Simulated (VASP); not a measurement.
Band structure of WS₂ (2H layered). Computed with PBE GGA, VASP's PBE PAW potentials (set 64) (plane waves; VASP 6.6.1).

Without a dispersion term in the relaxation, distances and binding between the weakly bound layers, chains or molecules are unreliable, and so is what depends on them. Unless said otherwise, spin-orbit coupling is left out, though it shifts the bands of the heavy elements here.

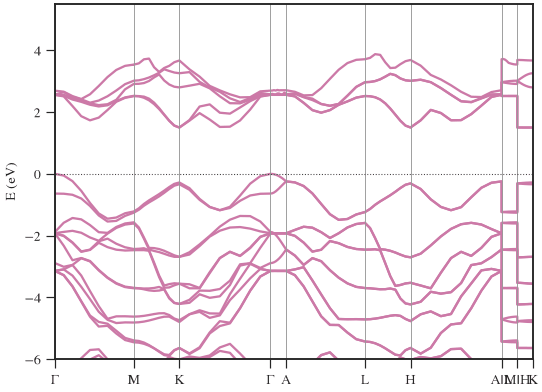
Fig. 1. Bands along high-symmetry lines, zero at the valence-band maximum or, without a gap, the Fermi level

Read the plot: is there a gap, and where are the band edges?

The gap is indirect, 1.50 eV, from the valence maximum at Γ to the conduction minimum at K. (Edges off the drawn lines would not show.)

The compound is WS2 in the 2H layered structure. It was relaxed first, which changed the volume by +15 %.
